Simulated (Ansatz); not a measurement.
# AsH8NSi2: the cost of one run

All numbers are computed with the Python package of Ansatz 0.2.0. The levels of theory stand in the script.

## Step 1: The structure

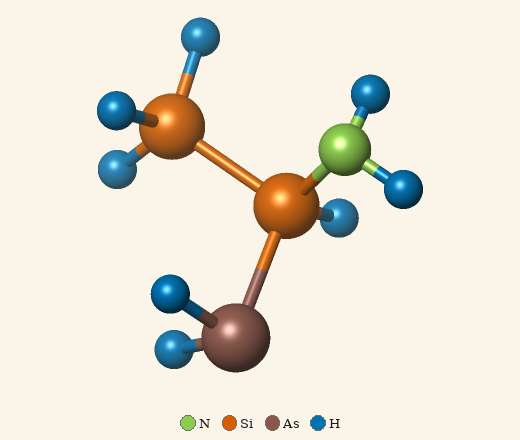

The structure that the script starts from, seen from a chosen angle (nitrogen green, silicon orange, arsenic brown, hydrogen blue).

No structure file is read: the coordinates are typed or built in the script.

## Step 2: Script

File methods.py:

```python
"""AsH8NSi2 at several levels of theory."""

import ansatz as az
from ase import Atoms

BASIS = "def2-SVP"

atoms = Atoms(["N", "Si", "Si", "As", "H", "H", "H", "H", "H", "H", "H", "H"], positions=[
    [-0.89, 1.593, 0.7251],
    [-0.7059, -0.0018, 0.0313],
    [1.1928, -0.8415, 0.7641],
    [-0.5645, 0.1399, -2.2872],
    [-1.0179, 1.517, 1.7307],
    [-1.8673, 1.9893, 0.3719],
    [-1.7852, -0.8679, 0.4501],
    [1.4564, -2.1703, 0.2077],
    [1.1933, -0.9042, 2.2879],
    [2.334, 0.0304, 0.3801],
    [-0.0741, -1.3199, -2.3817],
    [0.8055, 0.7811, -2.246],
])
mol = az.Crystal.molecule_from_ase(atoms)

base = mol.calculation().basis(gaussian=BASIS)

methods = ["mp2", "ccsd", "ccsd_t"]
reports = [base.correlation(m).run(threads=1, pin="off").report for m in methods]
print(f"Hartree-Fock reference {reports[0]['reference_energy_ev'] / 27.211386246:.6f} Ha")
best = reports[-1]["free_energy_ev"] - reports[-1]["reference_energy_ev"]
for method, each in zip(methods, reports):
    gained = each["free_energy_ev"] - each["reference_energy_ev"]
    print(f"{method:8s} total {each['free_energy_ev'] / 27.211386246:.6f} Ha  correlation {gained:9.4f} eV  ({100 * gained / best:.1f} % of the last)")
```

## Step 3: The input behind the calls

The package turns the script's settings into the engine's input (first run):

```yaml
crystal:
  periodic: [false, false, false]
  atoms:
    - { symbol: "N", position_ang: [-0.89, 1.593, 0.7251] }
    - { symbol: Si, position_ang: [-0.7059, -0.0018, 0.0313] }
    - { symbol: Si, position_ang: [1.1928, -0.8415, 0.7641] }
    - { symbol: As, position_ang: [-0.5645, 0.1399, -2.2872] }
    - { symbol: H, position_ang: [-1.0179, 1.517, 1.7307] }
    - { symbol: H, position_ang: [-1.8673, 1.9893, 0.3719] }
    - { symbol: H, position_ang: [-1.7852, -0.8679, 0.4501] }
    - { symbol: H, position_ang: [1.4564, -2.1703, 0.2077] }
    - { symbol: H, position_ang: [1.1933, -0.9042, 2.2879] }
    - { symbol: H, position_ang: [2.334, 0.0304, 0.3801] }
    - { symbol: H, position_ang: [-0.0741, -1.3199, -2.3817] }
    - { symbol: H, position_ang: [0.8055, 0.7811, -2.246] }
basis:
  gaussian:
    orbitals: def2-SVP
correlation:
  method: mp2
```

## Step 4: The run

Run with:

```
$ python methods.py
```

What time and memory should one allow on 1 thread of Arm Neoverse V2, shared host?

About 59 s, with a peak of 0.69 GiB.
